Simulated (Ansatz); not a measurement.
# Converging the plane-wave cutoff: CoPd₃ (P4mm, 4 atoms in the cell)

```xyz
4
Lattice="3.8388 0.0000 0.0000 0.0000 3.8388 0.0000 0.0000 0.0000 3.8388" Properties=species:S:1:pos:R:3 pbc="T T T"
Co     0.0000     0.0000     0.0500
Pd     0.0000     1.9194     1.9194
Pd     1.9194     0.0000     1.9194
Pd     1.9194     1.9194     0.0000
```
Moments meant for the start (each program seeds them in its own way; μB, in the order of the atoms Co Pd Pd Pd): 3.0 1.0 1.0 1.0.

Level of theory: PBEsol, default PAW files made with PBE (plane waves; Ansatz, a quantum-chemistry and plane-wave program).

Base settings: basis.ecutwfc = 30.9 Ry; kpoints.mp_grid.grid = 5 5 5; hamiltonian.xc = pbesol; hamiltonian.pseudopotentials = {kind: paw} (the program's default PAW files); magnetization.spin_polarized = true; scf.occupations.method = fermi_dirac; scf.occupations.width = 0.0073 Ry.

The second cell is the first with its lattice scaled by 0.98.

The mesh stays at the base's, so the ladder's end is converged at best in this setting alone.

The first pressure column holds Ansatz's estimate of the finite-basis (Pulay) stress, which hides part of the cutoff error; the other is without it.

Only quantities that move along the ladder and can be compared are tabulated.

The magnetic state is not the same in all runs (site moments differ, or a search went on to a lower state), so steps between rows are not convergence errors alone.

The count of work is k-points × plane waves × bands × iterations; it is no time. 

The starting cell comes from a database of computed structures (which also holds hypothetical and non-ambient phases and stackings), without a prior relaxation at this level. Its lattice was rescaled by up to half a per cent. One atom was moved a little off its site on purpose. The magnetic order is the one reached from the typed start; others were not searched systematically. In the base run, with a pressure of about -5 GPa the cell is away from its equilibrium volume at this level.

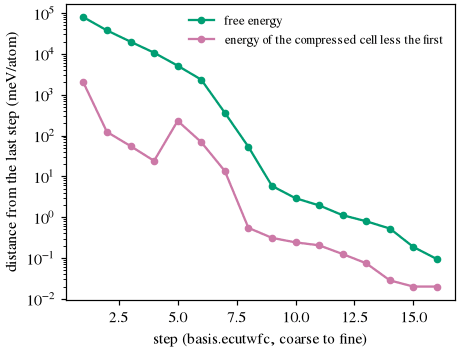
Figure. Distance from the last step along the ladder; very small values are drawn at a floor.

```csv
basis.ecutwfc,free energy less the last step's (meV/atom),energy of the compressed cell less the first (meV/atom),pressure (GPa),pressure without the Pulay estimate (GPa),largest difference of a force vector from the last step's (eV/Å),count of work / last
10.7 Ry,79152.83,-1993.98,-211.61,-2817.54,1.159,0.062
12.5 Ry,37508.08,-120.37,-98.06,-1564.92,0.864,0.068
14 Ry,19867.06,57.63,-38.15,-940.12,0.857,0.090
15.4 Ry,10657.84,26.37,-0.53,-571.39,0.420,0.10
16.9 Ry,5130.44,230.76,20.30,-318.30,0.007,0.11
18.4 Ry,2331.99,71.32,4.77,-170.86,0.160,0.12
21.7 Ry,360.80,-11.16,-5.63,-41.70,0.058,0.15
24.6 Ry,52.93,1.82,-5.54,-12.49,0.007,0.21
27.9 Ry,5.84,2.68,-5.32,-5.93,0.000,0.27
30.9 Ry,2.91,2.61,-5.33,-5.40,0.001,0.32
33.8 Ry,1.95,2.57,-5.33,-5.42,0.000,0.37
37.1 Ry,1.12,2.49,-5.34,-5.38,0.000,0.38
41.5 Ry,0.79,2.44,-5.35,-5.37,0.000,0.46
46.3 Ry,0.53,2.40,-5.36,-5.38,0.000,0.57
54 Ry,0.19,2.37,-5.36,-5.37,0.000,0.62
61.7 Ry,0.09,2.37,-5.36,-5.36,0.000,0.88
74.2 Ry,0.00,2.37,-5.36,-5.37,0.000,1.0
```

Coarsest basis.ecutwfc that holds the energy of the compressed cell less the first within 0.5 meV/atom of the last step, with all finer ones: 27.9 Ry, at 0.27 of the last step's count of work; the step before is off by 0.55 meV/atom.

Coarsest basis.ecutwfc that holds the forces within 0.02 eV/Å of the last step, with all finer ones: 24.6 Ry, at 0.21 of the last step's count of work; the step before is off by 0.058 eV/Å.

Coarsest basis.ecutwfc that holds the pressure within 0.2 GPa of the last step, with all finer ones: 24.6 Ry, at 0.21 of the last step's count of work; the step before is off by 0.27 GPa.

The energy difference between the two cells stays within 1 meV/atom of the last step's from 24.6 Ry on, the total only from 41.5 Ry on: much of the error is common to both cells and cancels.

At the lowest cutoff the pressure without the Pulay estimate lies 2810 GPa under the last step's, the usual sign of Pulay stress in an incomplete plane-wave basis.

Keys are those of Ansatz 0.2.
